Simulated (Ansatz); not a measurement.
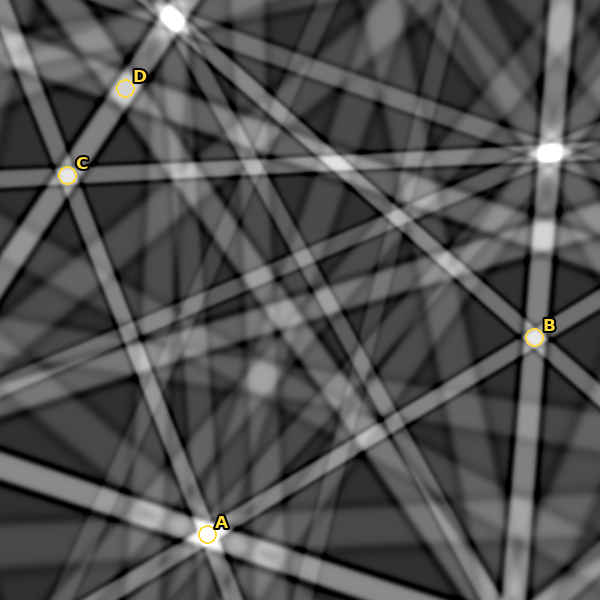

Simulated Kikuchi (electron backscatter) pattern at 30 kV: kinematic bands of width 2θ(Bragg) in gnomonic projection, seen from the camera side; the frame spans ±31° from its centre. Crystal: HfAgGe, space group P-62m (No. 189), a = 7.14 Å, c = 3.78 Å (hexagonal axes). Structure: the geometry relaxed with Ansatz 0.2.0, DFT, PAW plane waves, r2scan; the starting structure was generated, so it need not be a known form of this composition.

Pole A is [210] and pole B is [111].

Question: Index the poles C and D.

Answer: C is [101], 40.1° from A and 52.5° from B. D is [203], 47.3° from A and 50.4° from B.

Question: Which band joins A and B, and how wide is it?

Answer: It comes from the planes common to both zones. The strongest order is 1 -2 1 with d = 2.593 Å, so the band is 2θ = 1.5° wide (λ = 0.0698 Å).
